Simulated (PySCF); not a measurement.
**Ce(OH)3: how settings move a single point**

Which settings matter for Ce(OH)3? Each run alters one on purpose. It is a constructed species; whether it can be made isn't addressed.

The runs use PySCF 2.14.0; r2SCAN, Ce lcecp-1-SVP with ECP47, O def2-SVP, H def2-SVP; scalar-relativistic core potentials, no spin–orbit coupling.

5 further runs of the same task are left out: 1 for a known fault of the program, 3 that didn't finish, 1 set aside as unsound or not needed.

## (1) Starting geometry

7 atoms, charge 0, spin multiplicity 1.

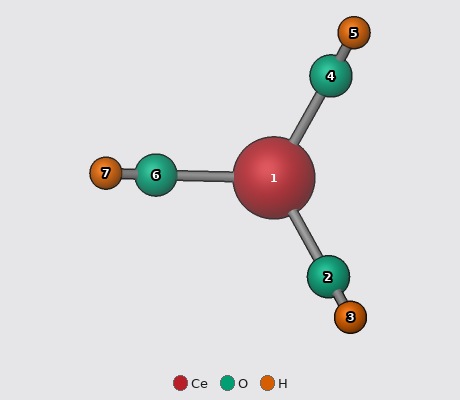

The geometry (cerium red, oxygen teal, hydrogen orange); atoms are numbered from 1 in the order of the file.

As a file:

```
atom     x (Å)     y (Å)     z (Å)
 Ce1   0.00000   0.00000  -0.47828
  O2   2.09046  -0.00002   0.04762
  H3   2.96285  -0.00003   0.44888
  O4  -1.04521   1.81040   0.04762
  H5  -1.48140   2.56592   0.44888
  O6  -1.04525  -1.81038   0.04762
  H7  -1.48145  -2.56589   0.44888
```

Formal oxidation states: Ce +3. Each metal's 1 4f electrons lie in its core potential, so multiplicities, spins and levels count the valence alone. An earlier session relaxed this geometry at r2SCAN, Ce lcecp-1-SVP with ECP47, O def2-SVP, H def2-SVP (singlet, point group C3v).

The sound run used a (50, 194) grid (finer on f atoms), a threshold of 1e-8 and at most 55 cycles, and ended at -259.613085 Eh.

## (2) Altered run 1

run.py (the lines that set the calculation) reads:

```python
mol = gto.M(atom='''
Ce     0.00000     0.00000    -0.47828
O      2.09046    -0.00002     0.04762
H      2.96285    -0.00003     0.44888
O     -1.04521     1.81040     0.04762
H     -1.48140     2.56592     0.44888
O     -1.04525    -1.81038     0.04762
H     -1.48145    -2.56589     0.44888''',
    basis={'Ce': 'lcecp-1-SVP', 'O': 'def2-SVP', 'H': 'def2-SVP'},
    ecp={'Ce': 'lcecp-1-SVP'},
    charge=0, spin=0)
mf = dft.RKS(mol, xc='R2SCAN')
mf.grids.atom_grid = (40, 110)  # f atoms: unpruned
mf = mf.density_fit()  # fitting sets: Ce AutoAux, O def2-universal-JKFIT, H def2-universal-JKFIT
mf.conv_tol = 1e-08; mf.max_cycle = 55
mf.kernel(dm0)  # dm0: free metal ions and neutral atoms
```

Started as:

```bash
$ OMP_NUM_THREADS=2 python run.py
```

The program printed:

```text
init E= -263.964138684275
  HOMO = -0.29152744475405  LUMO = -0.0965851535333293  gap/eV = 5.30465
cycle= 1 E= -259.58752792935  delta_E= 4.38  |g|= 0.362  |ddm|= 2.65
  HOMO = -0.179896626219997  LUMO = -0.0378120149076011  gap/eV = 3.86632
cycle= 2 E= -259.576511502185  delta_E= 0.011  |g|= 0.446  |ddm|= 0.657
  HOMO = -0.232349344885958  LUMO = -0.0485580491785278  gap/eV = 5.00122
cycle= 3 E= -259.60928055493  delta_E= -0.0328  |g|= 0.161  |ddm|= 0.395
  HOMO = -0.221189885733614  LUMO = -0.054744797489704  gap/eV = 4.52920
cycle= 4 E= -259.614423513591  delta_E= -0.00514  |g|= 0.0422  |ddm|= 0.152
  HOMO = -0.222618841808361  LUMO = -0.0520909615204772  gap/eV = 4.64030
cycle= 5 E= -259.614899133362  delta_E= -0.000476  |g|= 0.00277  |ddm|= 0.0496
  HOMO = -0.222963575435321  LUMO = -0.0525931099569625  gap/eV = 4.63602
cycle= 6 E= -259.614901863619  delta_E= -2.73e-06  |g|= 0.000387  |ddm|= 0.00537
  HOMO = -0.222974804190397  LUMO = -0.0526092726844141  gap/eV = 4.63588
cycle= 7 E= -259.614901867152  delta_E= -3.53e-09  |g|= 0.000371  |ddm|= 0.000517
  HOMO = -0.222980881233106  LUMO = -0.0526117326078861  gap/eV = 4.63598
cycle= 8 E= -259.614901895418  delta_E= -2.83e-08  |g|= 5.75e-05  |ddm|= 0.000278
  HOMO = -0.222983757208689  LUMO = -0.0526103751400413  gap/eV = 4.63610
cycle= 9 E= -259.614901896259  delta_E= -8.41e-10  |g|= 5.37e-06  |ddm|= 6.63e-05
  HOMO = -0.222984227248402  LUMO = -0.0526115477262792  gap/eV = 4.63608
Extra cycle  E= -259.614901896263  delta_E= -3.92e-12  |g|= 4.79e-06  |ddm|= 1.42e-05
converged SCF energy = -259.614901896263
```

Wall time 3 s (2 threads of Arm Neoverse V2, shared host).

Changed: the integration grid, to (40, 110). It converges in 9 cycles, -0.049 eV from the sound run, with a largest force component of 0.08 eV/Å. The setting is unsound, so these numbers aren't the compound's.

## (3) Altered run 2

run.py (the lines that set the calculation) reads:

```python
mol = gto.M(atom='''
Ce     0.00000     0.00000    -0.50220
O      2.19499    -0.00002     0.05000
H      3.11100    -0.00003     0.47132
O     -1.09747     1.90092     0.05000
H     -1.55547     2.69422     0.47132
O     -1.09751    -1.90090     0.05000
H     -1.55553    -2.69419     0.47132''',
    basis={'Ce': 'lcecp-1-SVP', 'O': 'def2-SVP', 'H': 'def2-SVP'},
    ecp={'Ce': 'lcecp-1-SVP'},
    charge=0, spin=0)
mf = dft.RKS(mol, xc='R2SCAN')
mf.grids.atom_grid = (50, 194)  # f atoms: unpruned, at least (60, 302)
mf = mf.density_fit()  # fitting sets: Ce AutoAux, O def2-universal-JKFIT, H def2-universal-JKFIT
mf.conv_tol = 1e-08; mf.max_cycle = 55
mf.kernel(dm0)  # dm0: free metal ions and neutral atoms
```

Started as:

```bash
$ OMP_NUM_THREADS=2 python run.py
```

The program printed:

```text
init E= -263.768596581978
  HOMO = -0.274658068144668  LUMO = -0.10096843992941  gap/eV = 4.72634
cycle= 1 E= -259.56816224938  delta_E=  4.2  |g|= 0.351  |ddm|= 2.53
  HOMO = -0.175221245094326  LUMO = -0.0544336475650518  gap/eV = 3.28680
cycle= 2 E= -259.556799302478  delta_E= 0.0114  |g|= 0.436  |ddm|= 0.649
  HOMO = -0.225885278197084  LUMO = -0.0614473946928804  gap/eV = 4.47458
cycle= 3 E= -259.586833342317  delta_E= -0.03  |g|= 0.193  |ddm|= 0.409
  HOMO = -0.212836710071005  LUMO = -0.0680494759531207  gap/eV = 3.93986
cycle= 4 E= -259.594341726638  delta_E= -0.00751  |g|= 0.0461  |ddm|= 0.178
  HOMO = -0.21421177047291  LUMO = -0.0646880886582366  gap/eV = 4.06875
cycle= 5 E= -259.594943774551  delta_E= -0.000602  |g|= 0.00356  |ddm|= 0.0562
  HOMO = -0.214606740975161  LUMO = -0.0654261502779292  gap/eV = 4.05941
cycle= 6 E= -259.594948949377  delta_E= -5.17e-06  |g|= 0.000279  |ddm|= 0.00705
  HOMO = -0.214629943989437  LUMO = -0.0654202540669893  gap/eV = 4.06020
cycle= 7 E= -259.594948967981  delta_E= -1.86e-08  |g|= 0.000117  |ddm|= 0.000335
  HOMO = -0.214631139546375  LUMO = -0.0654236093708889  gap/eV = 4.06014
cycle= 8 E= -259.594948970232  delta_E= -2.25e-09  |g|= 6.51e-05  |ddm|= 0.000128
  HOMO = -0.214633555232143  LUMO = -0.0654268681263339  gap/eV = 4.06012
Extra cycle  E= -259.594948965117  delta_E= 5.11e-09  |g|= 0.000167  |ddm|= 0.000163
converged SCF energy = -259.594948965117
```

Wall time 3.9 s (2 threads of Arm Neoverse V2, shared host).

Changed: the scale of all coordinates (1.05). It converges in 8 cycles, +0.494 eV from the sound run, with a largest force component of 2.07 eV/Å. The setting is unsound, so these numbers aren't the compound's.

## (4) Altered run 3

run.py (the lines that set the calculation) reads:

```python
mol = gto.M(atom='''
Ce     0.00000     0.00000    -0.47828
O      2.09046    -0.00002     0.04762
H      2.96285    -0.00003     0.44888
O     -1.04521     1.81040     0.04762
H     -1.48140     2.56592     0.44888
O     -1.04525    -1.81038     0.04762
H     -1.48145    -2.56589     0.44888''',
    basis={'Ce': 'lcecp-1-SVP', 'O': 'def2-SVP', 'H': 'def2-SVP'},
    ecp={'Ce': 'lcecp-1-SVP'},
    charge=0, spin=12)
mf = dft.UKS(mol, xc='R2SCAN')
mf.grids.atom_grid = (50, 194)  # f atoms: unpruned, at least (60, 302)
mf = mf.density_fit()  # fitting sets: Ce AutoAux, O def2-universal-JKFIT, H def2-universal-JKFIT
mf.conv_tol = 1e-08; mf.max_cycle = 78
mf.kernel(dm0)  # dm0: free metal ions and neutral atoms
```

Started as:

```bash
$ OMP_NUM_THREADS=2 python run.py
```

The program printed:

```text
init E= -265.074387193084
cycle= 1 E= -256.905578992979  delta_E= 8.17  |g|= 1.27  |ddm|= 3.61
cycle= 2 E= -252.622911684453  delta_E= 4.28  |g|= 2.32  |ddm|= 6.05
cycle= 3 E= -257.409209657079  delta_E= -4.79  |g|= 0.653  |ddm|= 5.92
cycle= 4 E= -257.609467972805  delta_E= -0.2  |g|= 0.52  |ddm|= 4.19
cycle= 5 E= -257.886883611208  delta_E= -0.277  |g|= 0.0647  |ddm|= 2.73
cycle= 6 E= -257.895011889852  delta_E= -0.00813  |g|= 0.0532  |ddm|=    1
cycle= 7 E= -257.897757373255  delta_E= -0.00275  |g|= 0.0237  |ddm|= 0.236
cycle= 8 E= -257.898124051071  delta_E= -0.000367  |g|= 0.0129  |ddm|= 0.085
cycle= 9 E= -257.898296984636  delta_E= -0.000173  |g|= 0.00202  |ddm|= 0.0616
cycle= 10 E= -257.898300857222  delta_E= -3.87e-06  |g|= 0.00149  |ddm|= 0.0139
cycle= 11 E= -257.898302601307  delta_E= -1.74e-06  |g|= 0.000367  |ddm|= 0.00546
cycle= 12 E= -257.898302870509  delta_E= -2.69e-07  |g|= 0.000129  |ddm|= 0.00376
cycle= 13 E= -257.898302904937  delta_E= -3.44e-08  |g|= 5.23e-05  |ddm|= 0.0014
cycle= 14 E= -257.898302911366  delta_E= -6.43e-09  |g|= 1.43e-05  |ddm|= 0.00068
Extra cycle  E= -257.898302911372  delta_E= -6.14e-12  |g|= 1.7e-05  |ddm|= 0.00012
converged SCF energy = -257.898302911372  <S^2> = 42.014471  2S+1 = 13.002226
```

It took 7.5 s on 2 threads of Arm Neoverse V2, shared host.

Changed: the spin (12 unpaired electrons); the cycle limit is 78. It converges in 14 cycles, +46.662 eV from the sound run, with a largest force component of 9.89 eV/Å. The setting is unsound, so these numbers aren't the compound's.

## (5) Altered run 4

run.py (the lines that set the calculation), as its differences from that of step 4:

```diff
@@ -10,7 +10,7 @@
     ecp={'Ce': 'lcecp-1-SVP'},
-    charge=0, spin=12)
-mf = dft.UKS(mol, xc='R2SCAN')
+    charge=0, spin=0)
+mf = dft.RKS(mol, xc='R2SCAN')
 mf.grids.atom_grid = (50, 194)  # f atoms: unpruned, at least (60, 302)
 mf = mf.density_fit()  # fitting sets: Ce AutoAux, O def2-universal-JKFIT, H def2-universal-JKFIT
-mf.conv_tol = 1e-08; mf.max_cycle = 78
+mf.conv_tol = 1e-05; mf.max_cycle = 55
 mf.kernel(dm0)  # dm0: free metal ions and neutral atoms
```

Started as:

```bash
$ OMP_NUM_THREADS=2 python run.py
```

The program printed:

```text
init E= -263.961897364617
  HOMO = -0.29168764601555  LUMO = -0.0966154156890155  gap/eV = 5.30819
cycle= 1 E= -259.585631599783  delta_E= 4.38  |g|= 0.363  |ddm|= 2.65
  HOMO = -0.179797980540866  LUMO = -0.0377099803727319  gap/eV = 3.86641
cycle= 2 E= -259.574349390238  delta_E= 0.0113  |g|= 0.448  |ddm|= 0.659
  HOMO = -0.23238292345549  LUMO = -0.0484282772418254  gap/eV = 5.00566
cycle= 3 E= -259.607476330537  delta_E= -0.0331  |g|= 0.161  |ddm|= 0.396
  HOMO = -0.221283033674308  LUMO = -0.0546555263129314  gap/eV = 4.53417
cycle= 4 E= -259.61260681312  delta_E= -0.00513  |g|= 0.0422  |ddm|= 0.152
  HOMO = -0.222712916968603  LUMO = -0.0520039536125871  gap/eV = 4.64523
cycle= 5 E= -259.613082470414  delta_E= -0.000476  |g|= 0.00277  |ddm|= 0.0496
  HOMO = -0.22305763273612  LUMO = -0.0525077409501549  gap/eV = 4.64090
cycle= 6 E= -259.613085233737  delta_E= -2.76e-06  |g|= 0.000241  |ddm|= 0.00539
  HOMO = -0.223099494591854  LUMO = -0.0525241035652009  gap/eV = 4.64159
Extra cycle  E= -259.61308521729  delta_E= 1.64e-08  |g|= 0.000374  |ddm|= 0.000486
converged SCF energy = -259.61308521729
```

It took 3.6 s on 2 threads of Arm Neoverse V2, shared host.

Changed: the SCF threshold (1e-05). It converges in 6 cycles, at the sound run's energy within 0.001 eV, with a largest force component of 0.01 eV/Å. The result survives the change.

## (6) Altered run 5

run.py (the lines that set the calculation), as its differences from that of step 5:

```diff
@@ -14,3 +14,3 @@
 mf = mf.density_fit()  # fitting sets: Ce AutoAux, O def2-universal-JKFIT, H def2-universal-JKFIT
-mf.conv_tol = 1e-05; mf.max_cycle = 55
-mf.kernel(dm0)  # dm0: free metal ions and neutral atoms
+mf.conv_tol = 1e-08; mf.max_cycle = 55
+mf.kernel(dm0)  # dm0: smeared density
```

Started as:

```bash
$ OMP_NUM_THREADS=2 python run.py
```

The program printed:

```text
init E= -259.561282192161
  HOMO = -0.238619969926662  LUMO = -0.0629159893117475  gap/eV = 4.78115
cycle= 1 E= -259.610713590853  delta_E= -0.0494  |g|= 0.0989  |ddm|= 0.211
  HOMO = -0.205373595835803  LUMO = -0.0555887248026572  gap/eV = 4.07585
cycle= 2 E= -259.601000255773  delta_E= 0.00971  |g|= 0.238  |ddm|= 0.253
  HOMO = -0.222458925314838  LUMO = -0.0529625558694597  gap/eV = 4.61223
cycle= 3 E= -259.61306775991  delta_E= -0.0121  |g|= 0.00753  |ddm|= 0.164
  HOMO = -0.222879008145433  LUMO = -0.0524615977423828  gap/eV = 4.63729
cycle= 4 E= -259.613084338866  delta_E= -1.66e-05  |g|= 0.002  |ddm|= 0.0104
  HOMO = -0.223055419686432  LUMO = -0.0525161826200566  gap/eV = 4.64061
cycle= 5 E= -259.61308519068  delta_E= -8.52e-07  |g|= 0.00052  |ddm|= 0.0019
  HOMO = -0.2230679418944  LUMO = -0.0525216668462321  gap/eV = 4.64080
cycle= 6 E= -259.613085237534  delta_E= -4.69e-08  |g|= 0.000214  |ddm|= 0.000479
  HOMO = -0.223078164040608  LUMO = -0.0525258991222692  gap/eV = 4.64096
cycle= 7 E= -259.613085247155  delta_E= -9.62e-09  |g|= 7.6e-06  |ddm|= 0.000152
  HOMO = -0.22307875160812  LUMO = -0.0525244479478673  gap/eV = 4.64102
Extra cycle  E= -259.613085247138  delta_E= 1.77e-11  |g|= 1.24e-05  |ddm|= 2.35e-05
converged SCF energy = -259.613085247138
```

Run time: 3.8 s. Hardware: 2 threads of Arm Neoverse V2, shared host.

Changed: the starting guess (smeared density). It converges in 7 cycles, at the sound run's energy within 0.001 eV, with a largest force component of 0.01 eV/Å. The result survives the change.

## (7) Altered run 6

run.py (the lines that set the calculation), as its differences from that of step 6:

```diff
@@ -14,3 +14,3 @@
 mf = mf.density_fit()  # fitting sets: Ce AutoAux, O def2-universal-JKFIT, H def2-universal-JKFIT
-mf.conv_tol = 1e-08; mf.max_cycle = 55
-mf.kernel(dm0)  # dm0: smeared density
+mf.conv_tol = 1e-08; mf.max_cycle = 8
+mf.kernel(dm0)  # dm0: free metal ions and neutral atoms
```

Started as:

```bash
$ OMP_NUM_THREADS=2 python run.py
```

The program printed:

```text
init E= -263.961897364617
  HOMO = -0.29168764601555  LUMO = -0.0966154156890155  gap/eV = 5.30819
cycle= 1 E= -259.585631599783  delta_E= 4.38  |g|= 0.363  |ddm|= 2.65
  HOMO = -0.179797980540866  LUMO = -0.0377099803727319  gap/eV = 3.86641
cycle= 2 E= -259.574349390238  delta_E= 0.0113  |g|= 0.448  |ddm|= 0.659
  HOMO = -0.23238292345549  LUMO = -0.0484282772418254  gap/eV = 5.00566
cycle= 3 E= -259.607476330537  delta_E= -0.0331  |g|= 0.161  |ddm|= 0.396
  HOMO = -0.221283033674308  LUMO = -0.0546555263129314  gap/eV = 4.53417
cycle= 4 E= -259.61260681312  delta_E= -0.00513  |g|= 0.0422  |ddm|= 0.152
  HOMO = -0.222712916968603  LUMO = -0.0520039536125871  gap/eV = 4.64523
cycle= 5 E= -259.613082470414  delta_E= -0.000476  |g|= 0.00277  |ddm|= 0.0496
  HOMO = -0.22305763273612  LUMO = -0.0525077409501549  gap/eV = 4.64090
cycle= 6 E= -259.613085233737  delta_E= -2.76e-06  |g|= 0.000241  |ddm|= 0.00539
  HOMO = -0.223072015266733  LUMO = -0.0525265863457882  gap/eV = 4.64078
cycle= 7 E= -259.613085244378  delta_E= -1.06e-08  |g|= 0.000103  |ddm|= 0.000303
  HOMO = -0.223077141883315  LUMO = -0.0525243268969007  gap/eV = 4.64098
cycle= 8 E= -259.613085246344  delta_E= -1.97e-09  |g|= 6.3e-05  |ddm|= 0.00013
  HOMO = -0.223079367722823  LUMO = -0.0525251641131916  gap/eV = 4.64102
Extra cycle  E= -259.613085242382  delta_E= 3.96e-09  |g|= 0.000151  |ddm|= 0.000147
converged SCF energy = -259.613085242382
```

It took 4 s on 2 threads of Arm Neoverse V2, shared host.

Changed: the cycle limit (8). It converges in 8 cycles, at the sound run's energy within 0.001 eV, with a largest force component of 0.01 eV/Å. The result survives the change.

## (8) Results

| run | changed | ending | energy change (eV) | cycles | time | usable |
| --- | --- | --- | --- | --- | --- | --- |
| 1 | the integration grid | converged | -0.049 | 9 | 3 s | no |
| 2 | the scale of all coordinates | converged | +0.494 | 8 | 3.9 s | no |
| 3 | the spin | converged | +46.662 | 14 | 7.5 s | no |
| 4 | the SCF threshold | converged | 0.000 | 6 | 3.6 s | yes |
| 5 | the starting guess | converged | 0.000 | 7 | 3.8 s | yes |
| 6 | the cycle limit | converged | 0.000 | 8 | 4 s | yes |

3 of 6 altered runs give a usable result. 3 ended normally with numbers unfit to quote.
